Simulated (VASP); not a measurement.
Band structure of V3ZrN4 (ordered alloy cell). Computed with PBEsol GGA, VASP's PBE PAW potentials (set 64) (plane waves; VASP 6.6.1).

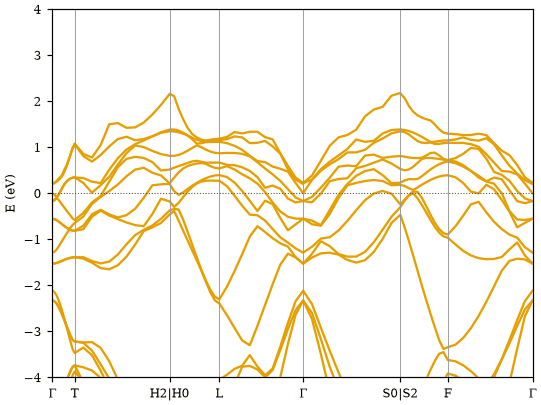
Figure: Bands along high-symmetry lines, zero at the valence-band maximum or, without a gap, the Fermi level

Q: Read the plot: is there a gap, and where are the band edges?

A: It has no gap at this level: it comes out as a metal or semimetal. (Edges off the drawn lines would not show.)

The structure was generated: V3ZrN4 was put into an ordered model structure (R-3m), which need not be its known phase. It was relaxed first. The run is not spin-polarised, so no magnetic state was tried. The electron count is odd and the run is not spin-polarised, which forces a metal.
